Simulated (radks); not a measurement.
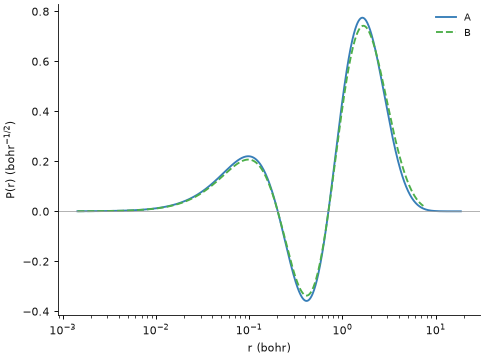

A free Br atom was computed in two configurations: [Ar] 3d10 4s2 4p4 5s1 (4p1/2: 2, 4p3/2: 2); [Ar] 3d10 4s2 4p5 (4p1/2: 2, 4p3/2: 3). Theory: Dirac Kohn-Sham, BLYP, spin-unpolarised, spherical densities, finite nucleus (computed with the in-house radial solver radks).

The plot shows P(r) = r R(r) of the 4p3/2 orbital in both runs (large components where relativistic).

**Assign A and B.**

A is [Ar] 3d10 4s2 4p4 5s1 (4p1/2: 2, 4p3/2: 2) (⟨r⟩ = 2.00 bohr, eigenvalue −11.8 eV); B is [Ar] 3d10 4s2 4p5 (4p1/2: 2, 4p3/2: 3) (⟨r⟩ = 2.13 bohr, eigenvalue −7.52 eV). The orbital is smaller where the other electrons screen the nucleus less.
